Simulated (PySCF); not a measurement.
C₄H₆Si₂, SMILES C#C[SiH2][SiH2]C#C at its GFN2-xTB optimised geometry (Å):

```
12

C      2.1186    -2.8681     0.7324
C      1.7581    -1.7579     0.4432
Si     1.1577    -0.0635     0.0000
Si    -1.1583    -0.0635     0.0000
C     -1.7588     1.6878     0.0000
C     -2.1184     2.8354     0.0008
H      2.4435    -3.8366     0.9866
H      1.7547     0.8485     0.9866
H      1.7489     0.2427    -1.3116
H     -1.7495    -0.6917    -1.1915
H     -1.7555    -0.6960     1.1852
H     -2.4435     3.8366     0.0013
```

Calculation: CAM-B3LYP/def2-TZVP (PySCF 2.14.0). Cells within 0.4 Å of a nucleus heavier than hydrogen are left out (blank, or x).

Map of the deformation density (molecule minus spherical neutral atoms) (e/bohr³) on the plane z = 0.0 Å:

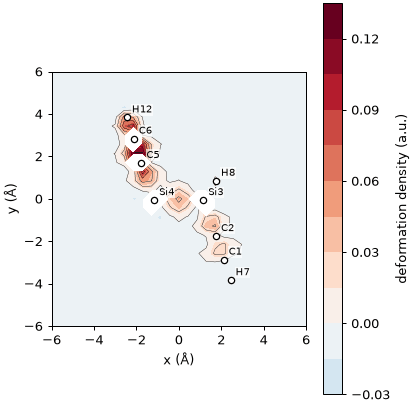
Figure: Deformation density (molecule minus spherical neutral atoms) (e/bohr³) on the plane z = 0.0 Å.
